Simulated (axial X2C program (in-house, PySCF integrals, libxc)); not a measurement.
# SeAs⁺: bond curves with and without spin–orbit coupling

What are the state, bond length, wavenumber and bond energy of SeAs⁺, and what does spin–orbit coupling change?

Program: an in-house X2C program for linear molecules on PySCF integrals. Level of theory: all-electron X2C, Se dyall-cv3z, As dyall-cv3z. These are calculated values, not measurements.

## (1) Input

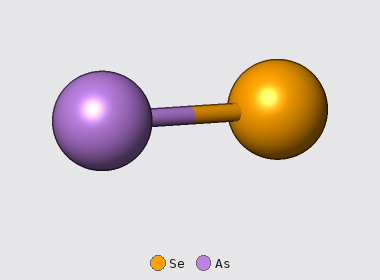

The two atoms at 2.210 Å (selenium orange, arsenic purple).

task.json

```json
{"zs": [34, 33], "q": 1, "bas": ["dyall-cv3z", "dyall-cv3z"], "levels": ["PBE0", "HF", "BP86"], "cc": true, "r0": 2.21, "thr": -2.0, "nmax": 90, "npts": 10, "nst": 2, "ntry": 6}
```

Keys: zs atomic numbers; q charge; bas basis sets; levels methods (HF also brings MP2); cc coupled cluster on or off; r0 starting distance in Å; thr threshold in hartree for freezing inner shells (an s shell follows its p shell); nmax most natural virtual spinors; npts points asked for on the curve; nst determinants followed; ntry starts of the search.

On the command line:

```bash
> python so2c.py task.json out
```

Spin-free means the one-electron spin-free X2C Hamiltonian; two-component (2c) means X2C with spin–orbit coupling and atomic mean-field two-electron Coulomb and Gaunt terms. Basis: Se dyall-cv3z contracted to [8s9p6d4f1g], As dyall-cv3z contracted to [9s9p6d4f1g]; Gaussian nuclei, density fitting. Masses: Se 79.917 u, As 74.922 u.

Notation: σ, π±, δ± give the projection m of an orbital's angular momentum (0, ±1, ±2), α and β its spin, Λ and M_S the sums; ω is the projection of a spinor's total angular momentum and Ω the sum. Logs are in hartree.

The results follow Hamiltonian by Hamiltonian and level by level.

## (2) Which state to follow

PBE0 moves the distance from 2.210 Å to 2.064 Å and compares determinants there.

Spin-free determinants:

| ΔE (eV) | state | open shells |
| --- | --- | --- |
| 0.00 | M_S = 0, Λ = 0 | closed shell |
| 2.83 | M_S = 1, Λ = 2 | beyond closed shells: 2 × π+α, π+β, π-α |
| 2.83 | M_S = 1, Λ = 0 | beyond closed shells: π+α, π+β, 2 × π-α |
| 3.21 | M_S = 0, Λ = 2 | beyond closed shells: π+α, 2 × π+β, π-α |
| 3.51 | M_S = 1, Λ = 1 | beyond closed shells: σα, π+α |
| 3.83 | M_S = 0, Λ = 1 | beyond closed shells: σα, π+β |

Two-component determinants:

```json
{"ΔE (eV)": "0.00", "state": "Ω = 0", "open shells": "closed shell"}
{"ΔE (eV)": "2.61", "state": "Ω = 1", "open shells": "excess of +ω over −ω: ω = -1/2, ω = 3/2"}
{"ΔE (eV)": "2.83", "state": "Ω = 1", "open shells": "excess of +ω over −ω: 2 × ω = 1/2"}
{"ΔE (eV)": "2.84", "state": "Ω = 3", "open shells": "excess of +ω over −ω: 2 × ω = 3/2"}
{"ΔE (eV)": "2.99", "state": "Ω = 2", "open shells": "excess of +ω over −ω: ω = 1/2, ω = 3/2"}
{"ΔE (eV)": "3.06", "state": "Ω = 1", "open shells": "excess of +ω over −ω: ω = -1/2, ω = 3/2"}
{"ΔE (eV)": "3.44", "state": "Ω = 2", "open shells": "excess of +ω over −ω: ω = 1/2, ω = 3/2"}
```

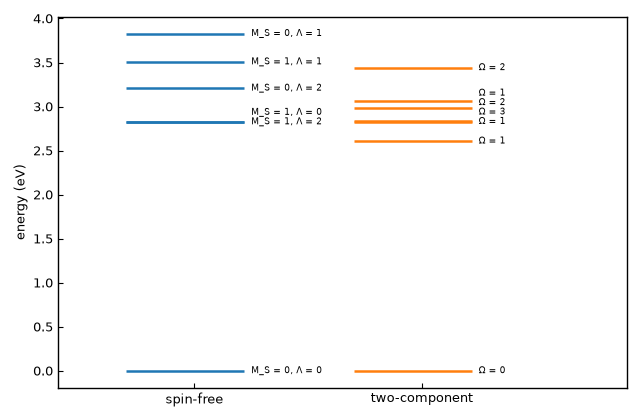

The determinants found, each set from its own lowest.

## (3) PBE0, spin-free

State followed: M_S = 0, Λ = 0 (closed shell). The scan is laid around 2.064 Å, a first estimate of the minimum, and this SCF restarts from the orbitals of the search.

The SCF at the reference distance of 2.064 Å:

```text
spin-free X2C-1e  PBE0
basis functions 205  fitting functions 1178  grid points 5798
iter        total energy     max residual
   1      -4689.968286337     6.23e-07
   2      -4689.968286337     6.03e-07
converged
one-electron -7082.35732596  Coulomb 2276.95987397  exact exchange -42.30431757  xc functional -129.92970991  nuclear repulsion 287.66319315
```

Along the bond, energies from the lowest point:

```csv
R (Å),E (eV),μ (D),HOMO (eV),LUMO (eV),iterations
1.796,1.6711,0.70,-15.88,-9.32,11
1.878,0.6854,0.91,-15.91,-9.53,11
1.940,0.2649,1.07,-15.72,-9.68,11
2.002,0.0524,1.22,-15.46,-9.83,11
2.064,0.0000,1.37,-15.22,-9.97,2
2.136,0.0916,1.54,-14.97,-10.12,11
2.208,0.3043,1.71,-14.73,-10.26,10
2.301,0.6988,1.91,-14.46,-10.43,10
2.415,1.2927,2.13,-14.17,-10.60,11
2.580,2.2495,2.43,-13.81,-10.82,12
```

Dipoles are positive if As is the positive end and refer to the centre of mass.

Outer orbitals at the reference distance:

| symmetry | occupied | ε (eV) | atomic character |
| --- | --- | --- | --- |
| σα | yes | -28.17 | 55% Se s, 27% As s, 9% As p |
| σα | yes | -22.30 | 48% As s, 24% Se s, 17% Se p |
| σα | yes | -15.87 | 44% Se p, 41% As p, 10% As s |
| π+α | yes | -15.22 | 60% Se p, 35% As p, 3% As d |
| π-α | yes | -15.22 | 60% Se p, 35% As p, 3% As d |
| π-α | no | -9.97 | 58% As p, 32% Se p, 5% Se d |
| π+α | no | -9.97 | 58% As p, 32% Se p, 5% Se d |
| σα | no | -5.53 | 33% As p, 21% Se p, 21% As d |
| σα | no | -2.99 | 44% As s, 16% Se d, 16% Se s |

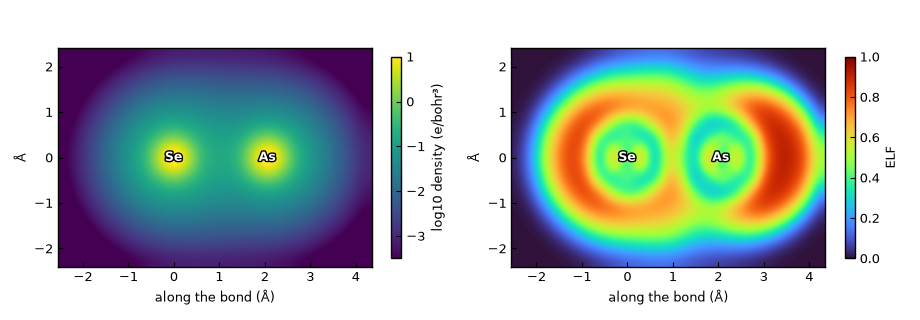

PBE0 fields in a plane through the axis, from a grid of 0.3 Å; Se lies at z = 0 and As at z = 2.064 Å; the ELF is damped to zero where the density is low.

Re = 2.057 Å, ωe = 481 cm⁻¹, ωexe = 0.857 cm⁻¹, Be = 0.1031 cm⁻¹, De = 5.27 eV, μ = 1.35 D.

## (4) HF, spin-free

Output at 2.064 Å:

```text
spin-free X2C-1e  HF
basis functions 205  fitting functions 1178  grid points 5798
iter        total energy     max residual
   1      -4686.951529146     2.93e-01
   2      -4686.985606784     6.98e-03
   3      -4686.986562078     3.78e-03
   4      -4686.986870095     1.72e-03
   5      -4686.986933595     5.88e-04
   6      -4686.986942393     3.58e-04
   7      -4686.986945800     1.04e-04
   8      -4686.986946269     5.22e-05
   9      -4686.986946322     8.01e-06
  10      -4686.986946324     1.47e-06
  11      -4686.986946325     3.77e-07
converged
one-electron -7082.05019538  Coulomb 2276.77156546  exact exchange -169.37150955  xc functional 0.00000000  nuclear repulsion 287.66319315
```

Re = 2.022 Å, ωe = 532 cm⁻¹, ωexe = 0.792 cm⁻¹, Be = 0.1066 cm⁻¹, De = 1.80 eV, μ = 1.71 D.

## (5) BP86, spin-free

Output at 2.064 Å:

```text
spin-free X2C-1e  BP86
basis functions 205  fitting functions 1178  grid points 5798
iter        total energy     max residual
   1      -4691.181902729     7.76e-02
   2      -4691.186368961     9.84e-03
   3      -4691.153648068     4.39e-02
   4      -4691.186798238     7.78e-03
   5      -4691.187985323     3.07e-04
   6      -4691.187985860     1.94e-04
   7      -4691.187986660     3.74e-05
   8      -4691.187986687     5.46e-06
   9      -4691.187986686     8.23e-06
converged
one-electron -7082.23975033  Coulomb 2276.81381256  exact exchange 0.00000000  xc functional -173.42524207  nuclear repulsion 287.66319315
```

Re = 2.090 Å, ωe = 444 cm⁻¹, ωexe = 0.901 cm⁻¹, Be = 0.09983 cm⁻¹, De = 6.02 eV, μ = 1.26 D.

## (6) Correlated methods, spin-free

Correlated methods: 10 electrons correlated (frozen shells, counted by type: Se 3 s, 2 p, 1 d; As 3 s, 2 p, 1 d), 248 virtual spinors in MP2, 88 natural virtuals in coupled cluster.

Output of the correlated part at 2.064 Å:

```text
correlated 10  virtual 248  natural virtual 88  E(MP2) -0.269163428  MP2 remainder -0.007282248
iter   CCSD correlation   residual
   1     -0.260801316   1.75e-01
   2     -0.270913343   7.95e-02
   3     -0.274537597   3.25e-02
   4     -0.274775372   1.12e-02
   5     -0.274837251   4.42e-03
   6     -0.274823168   1.01e-03
   7     -0.274825870   2.51e-04
   8     -0.274828158   7.82e-05
   9     -0.274827204   2.54e-05
  10     -0.274827477   7.22e-06
  11     -0.274827287   2.59e-06
  12     -0.274827292   8.73e-07
(T) -0.018777281  T1 0.0340  D1 0.0492  max T2 0.105
```

T1 in the output is the amplitude norm over the root of the electron number; divide by √2 for the Lee–Taylor value.

MP2: Re = 2.106 Å, ωe = 420 cm⁻¹, Be = 0.09831 cm⁻¹, De = 5.02 eV.

CCSD: Re = 2.073 Å, ωe = 469 cm⁻¹, ωexe = 0.892 cm⁻¹, Be = 0.1014 cm⁻¹, De = 4.58 eV. T1 at Re = 0.024 (Lee–Taylor, the printed value over √2).

CCSD(T): Re = 2.094 Å, ωe = 441 cm⁻¹, ωexe = 1.06 cm⁻¹, Be = 0.09938 cm⁻¹, De = 4.96 eV. T1 at Re = 0.026 (Lee–Taylor, the printed value over √2).

## (7) The spin-free curves together

Energy (eV) of the followed determinant, spin-free, from each level's lowest point:

```csv
R (Å),PBE0,HF,MP2,CCSD,CCSD(T),BP86
1.796,1.671,1.437,2.034,n/a,n/a,1.913
1.878,0.685,0.508,0.943,0.803,0.900,0.860
1.940,0.265,0.145,0.443,0.339,0.406,0.384
2.002,0.052,0.000,0.149,0.087,0.123,0.113
2.064,0.000,0.024,0.013,0.000,0.000,0.000
2.136,0.092,0.214,0.000,0.055,0.009,0.019
2.208,0.304,0.533,0.101,0.234,0.137,0.157
2.301,0.699,1.071,0.340,0.588,0.418,0.454
2.415,1.293,1.846,0.734,n/a,n/a,0.929
2.580,2.250,3.063,1.450,n/a,n/a,1.717
```

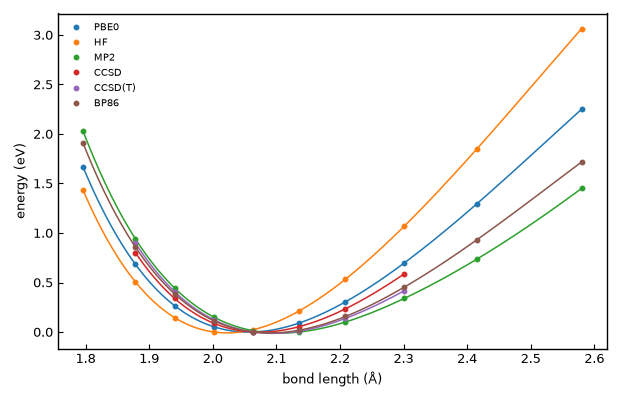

Curves of the followed state, spin-free, each from its own lowest point.

## (8) PBE0, 2c

State followed: Ω = 0 (closed shell). The scan is laid around 2.064 Å, a first estimate of the minimum, and this SCF restarts from the orbitals of the search.

The SCF at the reference distance of 2.064 Å:

```text
two-component X2C + atomic mean field  PBE0
basis functions 205  fitting functions 1178  grid points 5798
iter        total energy     max residual
   1      -4688.404120817     4.05e-06
   2      -4688.404120816     4.61e-06
converged
one-electron -7078.32191597  Coulomb 2276.11972768  exact exchange -42.28734105  xc functional -129.87756588  nuclear repulsion 287.66319315  atomic mean-field constant -1.70021873
```

Along the bond, energies from the lowest point:

```csv
R (Å),E (eV),μ (D),HOMO (eV),LUMO (eV),iterations
1.796,1.6845,0.70,-15.87,-9.41,11
1.878,0.6943,0.91,-15.87,-9.63,11
1.940,0.2707,1.06,-15.60,-9.78,11
2.002,0.0553,1.22,-15.34,-9.93,11
2.064,0.0000,1.37,-15.10,-10.07,2
2.136,0.0884,1.54,-14.85,-10.22,11
2.208,0.2977,1.70,-14.61,-10.36,10
2.301,0.6878,1.90,-14.34,-10.52,11
2.415,1.2757,2.12,-14.05,-10.70,12
2.580,2.2217,2.41,-13.69,-10.90,15
```

Dipoles are positive if As is the positive end and refer to the centre of mass.

Outer spinors at the reference distance:

| ω | occupied | ε (eV) | atomic character | λ mixture |
| --- | --- | --- | --- | --- |
| 1/2 | yes | -28.17 | 55% Se s, 27% As s, 9% As p | 100% σ |
| 1/2 | yes | -22.30 | 48% As s, 24% Se s, 17% Se p | 100% σ |
| 1/2 | yes | -15.88 | 44% Se p, 40% As p, 10% As s | 99% σ, 1% π |
| 1/2 | yes | -15.33 | 60% Se p, 35% As p, 3% As d | 99% π, 1% σ |
| 3/2 | yes | -15.10 | 59% Se p, 35% As p, 3% As d | 100% π |
| 1/2 | no | -10.07 | 59% As p, 32% Se p, 5% Se d | 100% π |
| 3/2 | no | -9.84 | 58% As p, 32% Se p, 5% Se d | 100% π |
| 1/2 | no | -5.52 | 33% As p, 21% Se p, 21% As d | 100% σ |
| 1/2 | no | -2.99 | 44% As s, 16% Se d, 16% Se s | 100% σ |

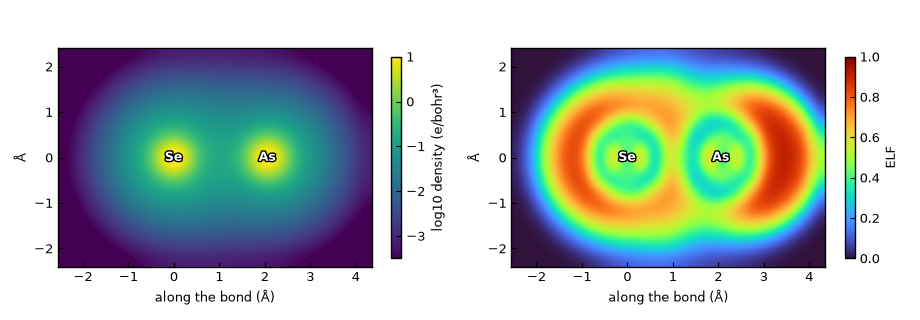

PBE0 fields in a plane through the axis, from a grid of 0.3 Å; Se lies at z = 0 and As at z = 2.064 Å; the ELF is damped to zero where the density is low.

Re = 2.058 Å, ωe = 479 cm⁻¹, ωexe = 0.864 cm⁻¹, Be = 0.1029 cm⁻¹, De = 5.25 eV, μ = 1.35 D.

## (9) HF, 2c

The SCF at the reference distance of 2.064 Å:

```text
two-component X2C + atomic mean field  HF
basis functions 205  fitting functions 1178  grid points 5798
iter        total energy     max residual
   1      -4685.388578081     2.94e-01
   2      -4685.422604125     6.93e-03
   3      -4685.423561316     3.87e-03
   4      -4685.423864145     1.70e-03
   5      -4685.423927537     5.80e-04
   6      -4685.423936973     3.55e-04
   7      -4685.423941400     1.44e-04
   8      -4685.423942586     7.32e-05
   9      -4685.423943058     5.94e-05
  10      -4685.423943298     4.34e-05
  11      -4685.423943584     1.58e-05
  12      -4685.423943633     5.62e-06
  13      -4685.423943637     4.14e-06
  14      -4685.423943638     1.67e-06
converged
one-electron -7078.01883210  Coulomb 2275.93544385  exact exchange -169.30352980  xc functional 0.00000000  nuclear repulsion 287.66319315  atomic mean-field constant -1.70021873
```

No constants are quoted: the solution changes its character somewhere along the scan, so the fit is set aside.

## (10) BP86, 2c

Output at 2.064 Å:

```text
two-component X2C + atomic mean field  BP86
basis functions 205  fitting functions 1178  grid points 5798
iter        total energy     max residual
   1      -4689.616943444     7.76e-02
   2      -4689.621422820     9.77e-03
   3      -4689.589403978     4.35e-02
   4      -4689.621826030     7.80e-03
   5      -4689.623018109     3.07e-04
   6      -4689.623018592     1.88e-04
   7      -4689.623019349     3.69e-05
   8      -4689.623019374     5.42e-06
   9      -4689.623019374     8.02e-06
converged
one-electron -7078.20352459  Coulomb 2275.97284354  exact exchange 0.00000000  xc functional -173.35531274  nuclear repulsion 287.66319315  atomic mean-field constant -1.70021873
```

Re = 2.091 Å, ωe = 443 cm⁻¹, ωexe = 0.905 cm⁻¹, Be = 0.0997 cm⁻¹, De = 5.99 eV, μ = 1.25 D.

## (11) Correlated methods, 2c

Correlated methods: 10 electrons correlated (frozen shells, counted by type: Se 3 s, 2 p, 1 d; As 3 s, 2 p, 1 d), 248 virtual spinors in MP2, 90 natural virtuals in coupled cluster.

Output of the correlated part at 2.064 Å:

```text
correlated 10  virtual 248  natural virtual 90  E(MP2) -0.268521512  MP2 remainder -0.006886002
iter   CCSD correlation   residual
   1     -0.260768430   1.74e-01
   2     -0.270815902   7.90e-02
   3     -0.274430546   3.24e-02
   4     -0.274668337   1.13e-02
   5     -0.274733044   4.51e-03
   6     -0.274719944   1.14e-03
   7     -0.274723559   3.89e-04
   8     -0.274727361   1.94e-04
   9     -0.274725075   9.92e-05
  10     -0.274726487   4.00e-05
  11     -0.274725653   1.40e-05
  12     -0.274725767   5.27e-06
  13     -0.274725774   2.20e-06
(T) -0.018769221  T1 0.0343  D1 0.0541  max T2 0.105
```

MP2: No constants are quoted: the reference changes its character somewhere along the scan, so the fit is set aside.

CCSD: No constants are quoted: the reference changes its character somewhere along the scan, so the fit is set aside.

CCSD(T): No constants are quoted: the reference changes its character somewhere along the scan, so the fit is set aside.

## (12) The 2c curves together

Energy (eV) of the followed determinant, 2c, from each level's lowest point:

| R (Å) | PBE0 | HF (jumps) | MP2 (its reference jumps) | CCSD (its reference jumps) | CCSD(T) (its reference jumps) | BP86 |
| --- | --- | --- | --- | --- | --- | --- |
| 1.796 | 1.684 | 1.450 | 2.039 | n/a | n/a | 1.925 |
| 1.878 | 0.694 | 0.516 | 0.944 | 0.811 | 0.907 | 0.868 |
| 1.940 | 0.271 | 0.149 | 0.442 | 0.344 | 0.411 | 0.389 |
| 2.002 | 0.055 | 0.000 | 0.147 | 0.090 | 0.125 | 0.116 |
| 2.064 | 0.000 | 0.020 | 0.010 | 0.000 | 0.000 | 0.000 |
| 2.136 | 0.088 | 0.204 | 0.000 | 0.052 | 0.007 | 0.016 |
| 2.208 | 0.298 | 0.516 | 0.110 | 0.228 | 0.133 | 0.151 |
| 2.301 | 0.688 | 1.037 | 0.500 | 0.576 | 0.421 | 0.445 |
| 2.415 | 1.276 | 1.703 | 1.591 | n/a | n/a | 0.917 |
| 2.580 | 2.222 | 2.544 | 3.113 | n/a | n/a | 1.698 |

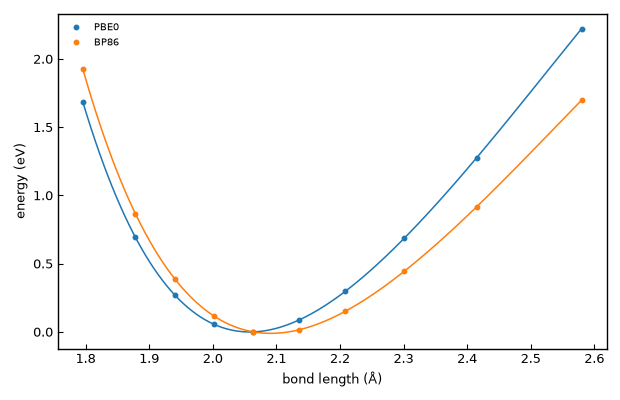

Curves of the followed state, 2c, each from its own lowest point. Left out: HF, MP2, CCSD, CCSD(T).

The whole job took 2.7 min on 1 thread of Arm Neoverse V1, shared host; peak memory 0.66 GiB.

## (13) Results

Lowest determinant that the search found at its distance, spin-free: M_S = 0, Λ = 0 (closed shell).

Lowest determinant that the search found at its distance, 2c: Ω = 0 (closed shell).

```tsv
Hamiltonian	level	Re (Å)	ωe (cm⁻¹)	De (eV)	μ (D)
spin-free	PBE0	2.057	481	5.27	1.35
spin-free	HF	2.022	532	1.80	1.71
spin-free	MP2	2.106	420	5.02	n/a
spin-free	CCSD	2.073	469	4.58	n/a
spin-free	CCSD(T)	2.094	441	4.96	n/a
spin-free	BP86	2.090	444	6.02	1.26
2c	PBE0	2.058	479	5.25	1.35
2c	BP86	2.091	443	5.99	1.25
```

Dipoles are positive if As is the positive end and refer to the centre of mass. No constants: 2c HF (the solution changes its character somewhere along the scan, so the fit is set aside); 2c MP2 (the reference changes its character somewhere along the scan, so the fit is set aside); 2c CCSD (the reference changes its character somewhere along the scan, so the fit is set aside); 2c CCSD(T) (the reference changes its character somewhere along the scan, so the fit is set aside).

Time per point (s) on 1 thread of Arm Neoverse V1, shared host (2c runs); the times are rough: PBE0 0.57, BP86 0.34.

At PBE0, going from spin-free to two-component changes Re by +1 mÅ, ωe by -0.3 %, which is small (part of it comes from the scalar share of the two-electron terms). De moves by -0.02 eV; both De rest on single-determinant atoms, which can miss part of an open shell's spin–orbit lowering.

De refers to Se+ + As, each in the lowest determinant found, which need not be this curve's own limit. The state is a single determinant with fixed occupations, the lowest that a limited PBE0 search found. Closed shells are restricted here (equal orbitals for both partners), which fails at long range if the bond breaks into open shells. Dissociation energies refer to the lowest single-determinant-based atoms at the same level and basis. CCSD and (T) use frozen natural virtuals with an MP2 correction for the truncation. T1 at Re is 0.026 (Lee–Taylor), above the customary mark of 0.02.
